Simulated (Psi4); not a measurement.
# UB3LYP/def2-TZVPPD (density fitting, sweep point 5) run of C2HClF (SMILES [H]/[C]=C(\F)Cl)

What is the vertical ionisation energy of C2HClF at UB3LYP/def2-TZVPPD (density fitting, sweep point 5)? 

Program for the calculation: Psi4 1.11.

### 1 The molecule

C2HClF has 5 atoms, charge 0, and is taken as a doublet. SMILES: `[H]/[C]=C(\F)Cl`. The shape is that of a GFN2-xTB optimisation.

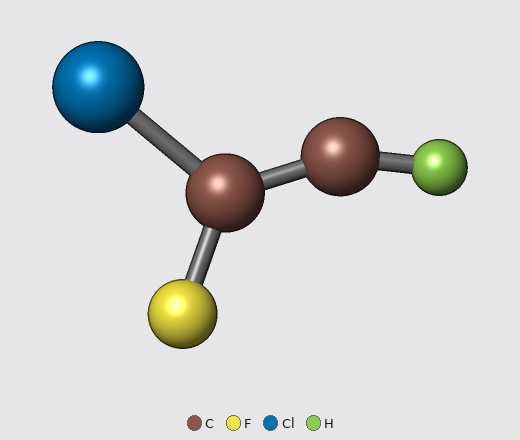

The structure, seen from a chosen angle (carbon brown, fluorine yellow, chlorine blue, hydrogen green).

### 2 The energy at UB3LYP/def2-TZVPPD (density fitting, sweep point 5)

calc.in reads:

```
memory 1600 MB

molecule geom {
  0 2
  C      1.42022367     0.40158570     0.94533549
  C     -0.53496257    -0.17134147    -0.35959598
  F     -2.39908290     1.40743022    -1.10881570
  Cl    -1.14095994    -3.22982541    -1.43681546
  H      2.65478175     1.59215095     1.95991055
  units au
  symmetry c1
}

set {
  reference uks
  puream true
  scf_type df
  dft_radial_points 99
  dft_spherical_points 590
  maxiter 150
}

energy('b3lyp/def2-TZVPPD')
```

Launch:

```console
$ psi4 -n 1 calc.in calc.out
```

calc.out:

```text
[...]
  Running in c1 symmetry.
[...]
  Nuclear repulsion =  139.407243791438844
[...]
  Multiplicity = 2
[...]
  Nalpha       = 20
  Nbeta        = 19
[...]
    Number of basis functions: 182
[...]
   @DF-UKS iter   1:  -636.45957152474830    2.41061e-02   4.58466e-03 DIIS/ADIIS
[...]
   @DF-UKS iter  12:  -636.83684572092716   -1.90170e-07   5.10083e-07 DIIS
[...]
   @S^2 Observed:                7.581907259E-01
[...]
    Orbital Energies [Eh]
    ---------------------
    Alpha Occupied:
       1A   -101.554720     2A    -24.726297     3A    -10.332136
       4A    -10.227126     5A     -9.486247     6A     -7.248451
       7A     -7.239272     8A     -7.238861     9A     -1.258714
      10A     -0.895807    11A     -0.788339    12A     -0.623363
      13A     -0.559747    14A     -0.527337    15A     -0.500880
      16A     -0.425582    17A     -0.374375    18A     -0.353240
      19A     -0.293215    20A     -0.281471
    Alpha Virtual:
      21A     -0.019362    22A     -0.007974    23A      0.010758
      24A      0.026024    25A      0.043391    26A      0.051403
[...]
  @DF-UKS Final Energy:  -636.83684572092716
   => Energetics <=
    Nuclear Repulsion Energy =            139.4072437914388445
    One-Electron Energy =               -1154.2784042615949147
    Two-Electron Energy =                 418.2788523135492369
    DFT Exchange-Correlation Energy =     -40.2445375643203107
    Empirical Dispersion Energy =           0.0000000000000000
    VV10 Nonlocal Energy =                  0.0000000000000000
    Total Energy =                       -636.8368457209271583
[...]
 Multipole Moments:
 ------------------------------------------------------------------------------------
     Multipole            Electronic (a.u.)      Nuclear  (a.u.)        Total (a.u.)
 ------------------------------------------------------------------------------------
 L = 1.  Multiply by 2.5417464519 to convert [e a0] to [Debye]
 Dipole X            :         -2.1366632            2.6217606            0.4850974
 Dipole Y            :         -0.9586984            1.1466603            0.1879619
 Dipole Z            :         -1.5033474            1.8372082            0.3338608
 Magnitude           :                                                    0.6181523
[...]
```

Run time: 34 s. Hardware: 1 thread of Intel Xeon Platinum 8488C (Sapphire Rapids), shared host; peak memory 0.92 GiB.

### 3 The singlet cation, same level

input.dat reads:

```
memory 1.6 GB

molecule {
  1 1
  C      1.42022367     0.40158570     0.94533549
  C     -0.53496257    -0.17134147    -0.35959598
  F     -2.39908290     1.40743022    -1.10881570
  Cl    -1.14095994    -3.22982541    -1.43681546
  H      2.65478175     1.59215095     1.95991055
  units bohr
  symmetry c1
}

set {
  basis                def2-TZVPPD
  reference            rks
  puream               true
  scf_type             df
  dft_radial_points    99
  dft_spherical_points 590
}

e, wfn = energy("b3lyp", return_wfn=True)
```

Launch:

```console
$ psi4 -n 1 input.dat output.dat
```

output.dat:

```text
[...]
  Running in c1 symmetry.
[...]
  Nuclear repulsion =  139.407243791438844
[...]
  Multiplicity = 1
[...]
  Nalpha       = 19
  Nbeta        = 19
[...]
    Number of basis functions: 182
[...]
   @DF-RKS iter   1:  -636.13902859986365    3.44649e-01   4.12934e-03 DIIS/ADIIS
[...]
   @DF-RKS iter  10:  -636.45628335566539   -1.92340e-08   3.66458e-07 DIIS
[...]
    Orbital Energies [Eh]
    ---------------------
    Doubly Occupied:
       1A   -101.825093     2A    -24.986624     3A    -10.619953
       4A    -10.584933     5A     -9.753079     6A     -7.516072
       7A     -7.506491     8A     -7.504661     9A     -1.508232
      10A     -1.160916    11A     -1.068805    12A     -0.883513
      13A     -0.836838    14A     -0.777673    15A     -0.751768
      16A     -0.674406    17A     -0.627752    18A     -0.594383
      19A     -0.562624
[...]
  @DF-RKS Final Energy:  -636.45628335566539
   => Energetics <=
    Nuclear Repulsion Energy =            139.4072437914388445
    One-Electron Energy =               -1143.7225712192848732
    Two-Electron Energy =                 407.7982924436760754
    DFT Exchange-Correlation Energy =     -39.9392483714955162
    Empirical Dispersion Energy =           0.0000000000000000
    VV10 Nonlocal Energy =                  0.0000000000000000
    Total Energy =                       -636.4562833556653914
[...]
 Multipole Moments:
 ------------------------------------------------------------------------------------
     Multipole            Electronic (a.u.)      Nuclear  (a.u.)        Total (a.u.)
 ------------------------------------------------------------------------------------
 L = 1.  Multiply by 2.5417464519 to convert [e a0] to [Debye]
 Dipole X            :         -1.0953233            2.6217606            1.5264373
 Dipole Y            :         -0.6230412            1.1466603            0.5236191
 Dipole Z            :         -0.8012227            1.8372082            1.0359855
 Magnitude           :                                                    1.9176688
[...]
```

Wall time 19 s (1 thread of Intel Xeon Platinum 8488C (Sapphire Rapids), shared host); peak memory 0.92 GiB.

### 4 Summary of results

Level: UB3LYP/def2-TZVPPD (density fitting, sweep point 5).

| quantity | value |
| --- | --- |
| doublet C2HClF: total energy | -636.83685 Eh |
| doublet C2HClF: dipole moment | 1.57 D |
| doublet C2HClF: HOMO energy (highest over α and β) | -7.66 eV |
| doublet C2HClF: LUMO energy (lowest over α and β) | -3.57 eV |
| doublet C2HClF: ⟨S²⟩ | 0.758 |
| singlet cation: total energy | -636.45628 Eh |
| singlet cation: HOMO energy | -15.31 eV |
| singlet cation: LUMO energy | -12.88 eV |
| singlet cation: HOMO–LUMO gap | 2.43 eV |
| vertical ionisation energy (to the singlet cation) | 10.356 eV |

What this shows: Removing an electron at fixed nuclei costs 10.36 eV (999 kJ/mol). Only the singlet of the ionised species was computed; a triplet could lie lower.
